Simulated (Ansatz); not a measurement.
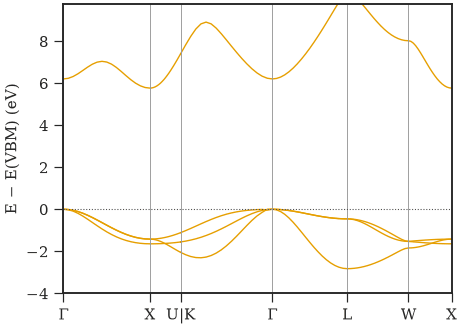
Figure: Band structure from r²SCAN in the plane-wave PAW code Ansatz

**Question.** Read off the gap and where the band edges lie.

**Answer.** About 5.8 eV (5.77 eV by a search for the band edges); maximum at Γ, minimum at X.

The material is Li2O (anti-fluorite, Fm-3m).

The cell was relaxed with r²SCAN under the symmetry of its start.

Potentials: the later of the program's two PAW sets.
